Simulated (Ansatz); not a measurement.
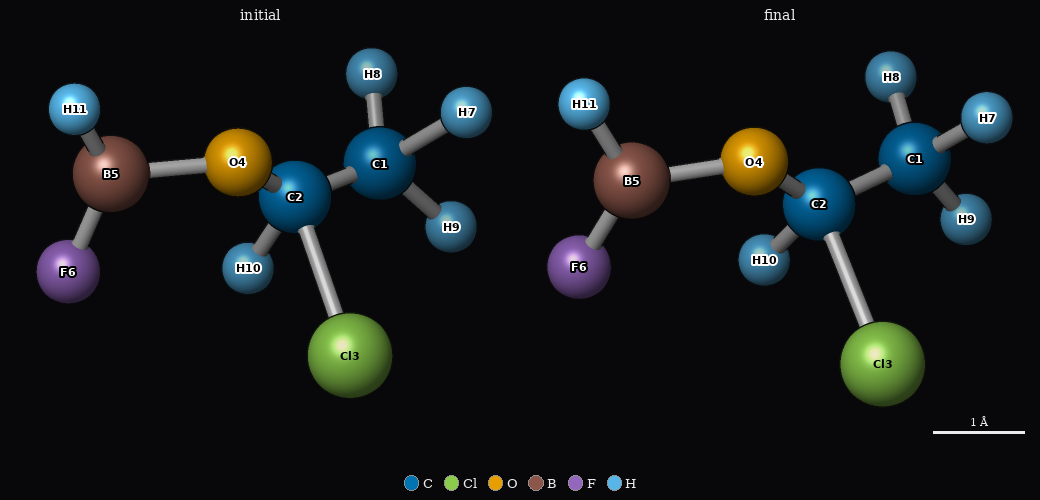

The structure of C2H5BClFO before (left) and after (right) a relaxation, at one scale.

The picture is a ball-and-stick view, seen at a tilt.

Method: Ansatz, RKS CAM-B3LYP/cc-pVTZ.

Input
```yaml
crystal:
  periodic: [false, false, false]
  atoms:
    - {symbol: C, position_ang: [0.209179, -0.596313, 1.293918]}
    - {symbol: C, position_ang: [0.156614, -0.007431, 0.225912]}
    - {symbol: Cl, position_ang: [1.908686, 0.946979, 0.137295]}
    - {symbol: O, position_ang: [-0.029401, -0.236650, -0.868196]}
    - {symbol: B, position_ang: [-0.721823, 0.492599, -1.911180]}
    - {symbol: F, position_ang: [-0.694358, 1.766677, -1.654758]}
    - {symbol: H, position_ang: [0.917545, -1.756183, 1.159094]}
    - {symbol: H, position_ang: [-0.653270, -1.243172, 1.551784]}
    - {symbol: H, position_ang: [0.792784, -0.243095, 2.322116]}
    - {symbol: H, position_ang: [-0.043875, 1.069115, 0.479741]}
    - {symbol: H, position_ang: [-0.987217, -0.107264, -2.836471]}
basis:
  gaussian: {orbitals: cc-pVTZ}
hamiltonian: {xc: {name: CAM-B3LYP}}
relax: {f_tol: 0.001, max_steps: 2}
output: {forces: true}
```

Run as
```bash
ansatz run in.yaml --threads 4 --pin off --events-out ev --progress --plain --max-ram 10444MiB
```

Question: Summarise the run.

Answer: The relaxation stopped without meeting its thresholds, so the last structure isn't shown to be converged. The input was poor on purpose: steps. After 1 geometry step the energy has fallen by 4.748 eV. The largest force component goes from 17 to 9.4 eV/Å. The atom that moves furthest after the best rigid fit is Cl3 (0.19 Å). Largest moves by element: Cl 0.19 Å, C 0.17 Å, H 0.15 Å, B 0.14 Å, F 0.12 Å, O 0.11 Å. Some distances before and after: C1–H7 1.366 → 1.196 Å, C1–C2 1.221 → 1.373 Å, C2–O4 1.133 → 1.262 Å, C1–H9 1.234 → 1.125 Å. Among the angles between lasting bonds that change: H7–C1–H8 86.0° → 100.8°, Cl3–C2–H10 73.1° → 87.8°, H7–C1–H9 94.6° → 106.5°.
